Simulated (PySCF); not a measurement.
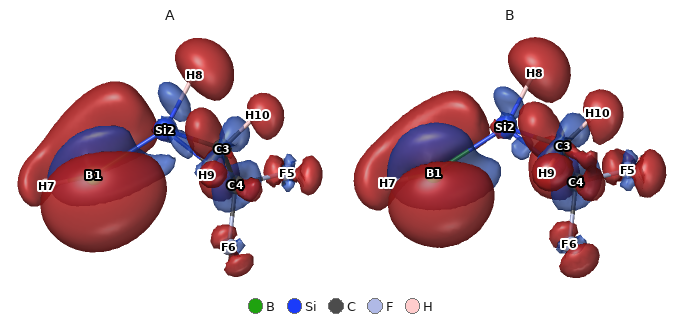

Figure. C$_{2}$H$_{4}$BF$_{2}$Si, doublet, SMILES `[BH][SiH]1CC1(F)F`. The two Fukui functions at ±0.02 e/Å³ (red positive, blue negative).

PySCF calculation, B3LYP/cc-pVDZ, gas phase; geometry: GFN2-xTB. No frequency check shows the geometry to be a minimum. GFN2-xTB doesn't know the spin state, so this open-shell geometry is rough.

**Why do the two look alike?**

The electron leaves from or enters the same singly occupied orbital. A is f⁺, B is f⁻. f⁻ (Hirshfeld-condensed) is largest on B1 (0.36); the vertical ionisation energy is 7.99 eV (to the singlet cation, which needn't be its lowest state). f⁺ (Hirshfeld-condensed) is largest on B1 (0.37); the vertical electron affinity is 0.38 eV (to the singlet anion, which needn't be its lowest state; the anion's highest orbital has positive energy, so this value and f⁺ depend on the basis).
